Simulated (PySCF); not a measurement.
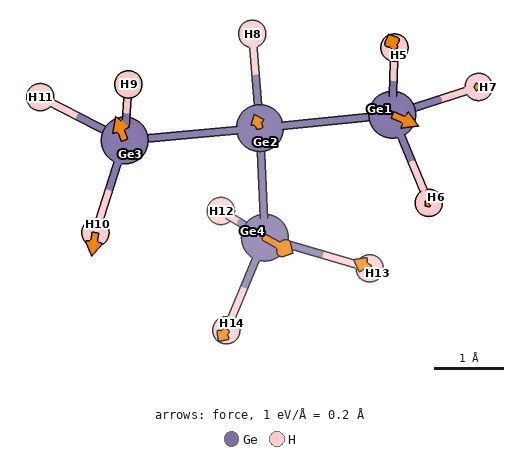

Starting geometry of Ge4H10 with the computed forces as orange arrows. Style: ball-and-stick. Shown from a free direction.

The start comes from GFN2-xTB. Its atoms were then displaced at random by about 0.03 Å.

These are results of PBE0-D3(BJ)/def2-SVP geometry optimisation, gas phase (PySCF 2.14.0, density-fitted response routines), not measurements. 

> What follows when this structure is relaxed?

It isn't relaxed: the largest force vector, on Ge4, is 3.56 eV/Å. The final displacements have little in common with the starting forces (cosine between the two patterns 0.13). Over 14 geometry steps the energy falls by 0.759 eV. The atom that moves furthest after the best rigid fit is H13 (0.72 Å). By element the largest moves are H 0.72 Å, Ge 0.19 Å. Near-neighbour distances that change, for instance: Ge2–Ge4 2.290 → 2.425 Å, Ge4–H13 1.669 → 1.541 Å, Ge1–Ge2 2.330 → 2.425 Å, Ge3–H10 1.451 → 1.540 Å. Bond angles that change, for instance: Ge2–Ge4–H14 120.0° → 109.1°, H13–Ge4–H14 98.8° → 108.6°, H6–Ge1–H7 99.6° → 108.6°. Groups turn about Ge2–Ge4 by about 30°, Ge2–Ge3 by about 25°.
